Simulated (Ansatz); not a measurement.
```yaml
atoms:
  - { symbol: C, position_ang: [2.8475, -0.0357, 2.5970] }
  - { symbol: C, position_ang: [1.9206, -0.1780, 1.4831] }
  - { symbol: C, position_ang: [1.1476, -0.2949, 0.5525] }
  - { symbol: C, position_ang: [0.2377, -0.4403, -0.5349] }
  - { symbol: C, position_ang: [0.1325, 0.5254, -1.5533] }
  - { symbol: C, position_ang: [-0.7744, 0.3268, -2.5881] }
  - { symbol: C, position_ang: [-1.5567, -0.8398, -2.5760] }
  - { symbol: C, position_ang: [-2.5083, -1.0753, -3.6361] }
  - { symbol: C, position_ang: [-0.6035, -1.5752, -0.6310] }
  - { symbol: N, position_ang: [-3.2642, -1.2370, -4.5011] }
  - { symbol: N, position_ang: [-1.4697, -1.7704, -1.6141] }
  - { symbol: H, position_ang: [3.8916, -0.0146, 2.2433] }
  - { symbol: H, position_ang: [2.6624, 0.9004, 3.1493] }
  - { symbol: H, position_ang: [2.7478, -0.8728, 3.3066] }
  - { symbol: H, position_ang: [0.7601, 1.4177, -1.5230] }
  - { symbol: H, position_ang: [-0.8839, 1.0532, -3.3946] }
  - { symbol: H, position_ang: [-0.5490, -2.3474, 0.1434] }
```

Geometry: B3LYP-D3(BJ)/def2-SVP.

Theory: isolated molecule in a Gaussian basis; Kohn-Sham density functional theory, functional PBE0 (Ansatz 0.2.0).

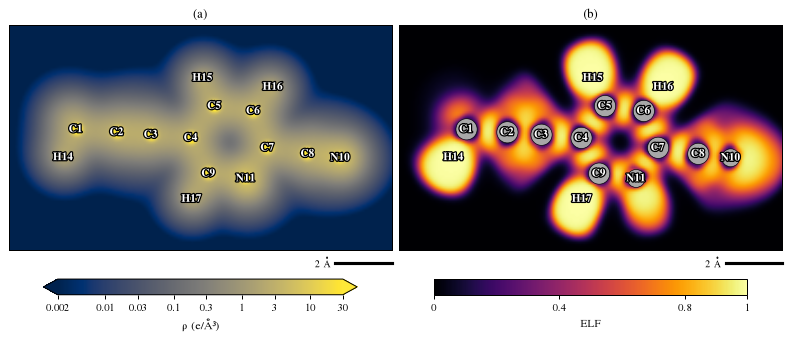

C9H6N2 (SMILES CC#Cc1ccc(C#N)nc1). (a) total electron density; (b) ELF on the plane of atoms C6, C7 and N11. Grey discs cover the atomic cores in the ELF map.

Question: Interpret the plot.

Answer: The section cuts through C, N and H sites. C–N (1.16 Å): ρ at the midpoint is about 3.4 e/Å³; the ELF peaks at about 0.85 between the atoms; a short, multiple covalent bond. C–C (1.22 Å): the density is about 2.6 e/Å³ at the midpoint; the ELF peaks at about 0.85 between the atoms (a multiple bond). C–H (1.09 Å): ρ is about 2 e/Å³ halfway; the ELF climbs to about 1 towards the hydrogen, as it does in any bond to H (a covalent bond by its length). C–N (1.32 Å): ρ is about 2.5 e/Å³ halfway; the ELF peaks at about 0.90 between the atoms, as expected for localised, covalent bonding. C–C (1.39 Å): ρ is about 2.1 e/Å³ halfway; the ELF peaks at about 0.95 between the atoms; localised, covalent bonding. The ELF also peaks beside N11 and N10, away from the bonds: lone-pair regions.
